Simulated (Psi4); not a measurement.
**B2H6: SCAN/6-31G(d) (density fitting with def2-universal-jkfit, spherical functions, sweep point 3)**

What is the vertical ionisation energy of B2H6 at SCAN/6-31G* (density fitting with def2-universal-jkfit, spherical functions, sweep point 3)? Input form: a Python script.

Program for the calculation: Psi4 1.11.

2 further runs of the same task are left out: 2 that didn't finish.

## 1. The structure to begin with

B2H6 has 8 atoms, charge 0, and is taken as a singlet. The coordinates come from a GFN2-xTB relaxation.

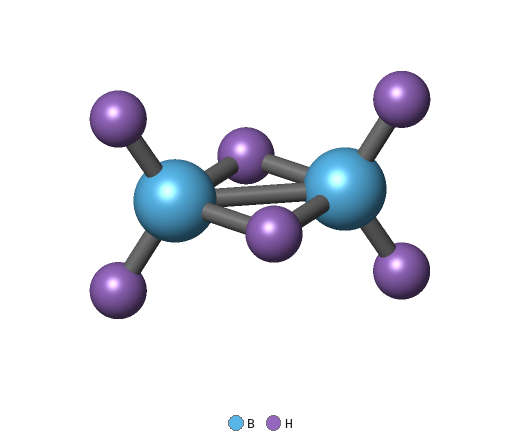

Viewed from a chosen angle; boron blue, hydrogen purple.

## 2. The energy at SCAN/6-31G(d) (density fitting with def2-universal-jkfit, spherical functions, sweep point 3)

Contents of run.py:

```python
import psi4

psi4.set_memory(1600000000)
psi4.set_num_threads(1)
psi4.set_output_file('b2h6.out', False)

geom = psi4.geometry("""
0 1
B      0.512330    -0.651880     0.361590
H      1.348300    -1.184480    -0.267850
H      0.361730    -0.994490     1.474260
H      0.629670     0.651070     0.285640
B     -0.512660     0.652050    -0.361420
H     -1.347930     1.185240     0.267880
H     -0.360500     0.994270    -1.473760
H     -0.630940    -0.651780    -0.286340
units angstrom
symmetry c1
""")

psi4.set_options({
    'basis': '6-31G*',
    'reference': 'rks',
    'puream': True,
    'scf_type': 'df',
    'dft_radial_points': 99,
    'dft_spherical_points': 590,
    'df_basis_scf': 'def2-universal-jkfit',
})

result, w = psi4.energy("scan", molecule=geom, return_wfn=True)
print(f'scan energy: {result:.10f} Eh')
```

Started as:

```sh
$ python run.py
```

b2h6.out:

```text
[...]
  Running in c1 symmetry.
[...]
  Nuclear repulsion =   31.952011159395475
[...]
  Multiplicity = 1
[...]
  Nalpha       = 8
  Nbeta        = 8
[...]
    Number of basis functions: 40
[...]
   @DF-RKS iter   1:   -53.14363184092004   -3.99619e-01   8.66776e-03 ADIIS/DIIS
[...]
   @DF-RKS iter   7:   -53.23346365402308   -8.07525e-10   3.84547e-07 DIIS
[...]
    Orbital Energies [Eh]
    ---------------------
    Doubly Occupied:
       1A     -6.639355     2A     -6.639194     3A     -0.632976
       4A     -0.435795     5A     -0.394666     6A     -0.355003
       7A     -0.351688     8A     -0.298600
[...]
  @DF-RKS Final Energy:   -53.23346365402308
   => Energetics <=
    Nuclear Repulsion Energy =             31.9520111593954752
    One-Electron Energy =                -132.0624930031396502
    Two-Electron Energy =                  57.1993853052293844
    DFT Exchange-Correlation Energy =     -10.3223671155082926
    Empirical Dispersion Energy =           0.0000000000000000
    VV10 Nonlocal Energy =                  0.0000000000000000
    Total Energy =                        -53.2334636540230761
[...]
 Multipole Moments:
 ------------------------------------------------------------------------------------
     Multipole            Electronic (a.u.)      Nuclear  (a.u.)        Total (a.u.)
 ------------------------------------------------------------------------------------
 L = 1.  Multiply by 2.5417464519 to convert [e a0] to [Debye]
 Dipole X            :         -0.0012227            0.0010612           -0.0001614
 Dipole Y            :          0.0006677           -0.0005467            0.0001210
 Dipole Z            :          0.0006360           -0.0005467            0.0000893
 Magnitude           :                                                    0.0002206
[...]
```

Standard output:

```text
scan energy: -53.2334636540 Eh
```

It took 21 s on 1 thread of Intel Xeon Platinum 8259CL at 2.50GHz (Skylake/Cascade Lake), shared host; peak memory 0.87 GiB.

## 3. The doublet cation, same level

Contents of calc.py:

```python
import psi4

psi4.set_memory('1600 MB')
psi4.set_num_threads(1)
psi4.set_output_file('b2h6.out', False)

mol = psi4.geometry("""
1 2
B      0.512330    -0.651880     0.361590
H      1.348300    -1.184480    -0.267850
H      0.361730    -0.994490     1.474260
H      0.629670     0.651070     0.285640
B     -0.512660     0.652050    -0.361420
H     -1.347930     1.185240     0.267880
H     -0.360500     0.994270    -1.473760
H     -0.630940    -0.651780    -0.286340
symmetry c1
""")

options = {'basis': '6-31G*', 'reference': 'uks', 'puream': True, 'scf_type': 'df', 'dft_radial_points': 99, 'dft_spherical_points': 590, 'df_basis_scf': 'def2-universal-jkfit', 'maxiter': 150}
psi4.set_options(options)

energy_value = psi4.energy('scan', molecule=mol)
print(f'total energy {energy_value:.8f} hartree = {energy_value * 27.211386:.5f} eV')
for k, v in sorted(psi4.core.scalar_variables().items()):
    print(f'{k:45s} {v:18.10f}')
```

Started as:

```sh
$ python calc.py
```

b2h6.out:

```text
[...]
  Running in c1 symmetry.
[...]
  Nuclear repulsion =   31.952011159395475
[...]
  Multiplicity = 2
[...]
  Nalpha       = 8
  Nbeta        = 7
[...]
    Number of basis functions: 40
[...]
   @DF-UKS iter   1:   -52.77855496804557   -3.45417e-02   5.16997e-03 DIIS/ADIIS
[...]
   @DF-UKS iter   9:   -52.80866628905823   -7.14133e-09   2.97221e-07 DIIS
[...]
   @S^2 Observed:                7.559781342E-01
[...]
    Orbital Energies [Eh]
    ---------------------
    Alpha Occupied:
       1A     -6.933358     2A     -6.933140     3A     -0.909919
       4A     -0.731876     5A     -0.654838     6A     -0.654412
       7A     -0.644090     8A     -0.606248
    Alpha Virtual:
       9A     -0.320472    10A     -0.161262    11A     -0.137498
      12A     -0.135548    13A     -0.049160    14A     -0.041708
      15A     -0.038137    16A      0.026076    17A      0.114400
      18A      0.128579    19A      0.143153    20A      0.174704
      21A      0.239790    22A      0.417459    23A      0.425177
      24A      0.482576    25A      0.601366    26A      0.608755
[...]
  @DF-UKS Final Energy:   -52.80866628905823
   => Energetics <=
    Nuclear Repulsion Energy =             31.9520111593954752
    One-Electron Energy =                -127.5311348841042189
    Two-Electron Energy =                  52.7343158906071494
    DFT Exchange-Correlation Energy =      -9.9638584549566271
    Empirical Dispersion Energy =           0.0000000000000000
    VV10 Nonlocal Energy =                  0.0000000000000000
    Total Energy =                        -52.8086662890582303
[...]
 Multipole Moments:
 ------------------------------------------------------------------------------------
     Multipole            Electronic (a.u.)      Nuclear  (a.u.)        Total (a.u.)
 ------------------------------------------------------------------------------------
 L = 1.  Multiply by 2.5417464519 to convert [e a0] to [Debye]
 Dipole X            :         -0.0000580            0.0010612            0.0010032
 Dipole Y            :         -0.0004687           -0.0005467           -0.0010154
 Dipole Z            :          0.0010620           -0.0005467            0.0005153
 Magnitude           :                                                    0.0015176
[...]
```

The script printed:

```text
total energy -52.80866629 hartree = -1436.99700 eV
CURRENT ENERGY                                    -52.8086662891
CURRENT REFERENCE ENERGY                          -52.8086662891
DD SOLVATION ENERGY                                 0.0000000000
DFT FUNCTIONAL TOTAL ENERGY                       -52.8086662891
DFT TOTAL ENERGY                                  -52.8086662891
DFT VV10 ENERGY                                     0.0000000000
DFT XC ENERGY                                      -9.9638584550
GRID ELECTRONS ALPHA                                8.0000012205
GRID ELECTRONS BETA                                 7.0000009607
GRID ELECTRONS TOTAL                               15.0000021812
NUCLEAR REPULSION ENERGY                           31.9520111594
ONE-ELECTRON ENERGY                              -127.5311348841
PCM POLARIZATION ENERGY                             0.0000000000
PE ENERGY                                           0.0000000000
SCF ITERATION ENERGY                              -52.8086662891
SCF ITERATIONS                                      9.0000000000
SCF TOTAL ENERGY                                  -52.8086662891
TWO-ELECTRON ENERGY                                52.7343158906
XC GRID RADIAL POINTS                              99.0000000000
XC GRID SPHERICAL POINTS                          590.0000000000
XC GRID TOTAL POINTS                           440440.0000000000
```

Run time: 31 s. Hardware: 1 thread of Intel Xeon Platinum 8259CL at 2.50GHz (Skylake/Cascade Lake), shared host; peak memory 0.87 GiB.

## 4. What came out

Level: SCAN/6-31G* (density fitting with def2-universal-jkfit, spherical functions, sweep point 3).

| quantity | value |
| --- | --- |
| singlet B2H6: total energy | -53.23346 Eh |
| singlet B2H6: dipole moment | 0.00 D |
| singlet B2H6: HOMO energy | -8.13 eV |
| singlet B2H6: LUMO energy | -1.57 eV |
| singlet B2H6: HOMO–LUMO gap | 6.56 eV |
| doublet cation: total energy | -52.80867 Eh |
| doublet cation: HOMO energy (highest over α and β) | -16.50 eV |
| doublet cation: LUMO energy (lowest over α and β) | -14.99 eV |
| doublet cation: ⟨S²⟩ | 0.756 |
| vertical ionisation energy (to the doublet cation) | 11.559 eV |

In words: Removing an electron at fixed nuclei costs 11.56 eV (267 kcal/mol). −ε(HOMO) before ionisation, 8.13 eV, is 3.43 eV below this ionisation energy.
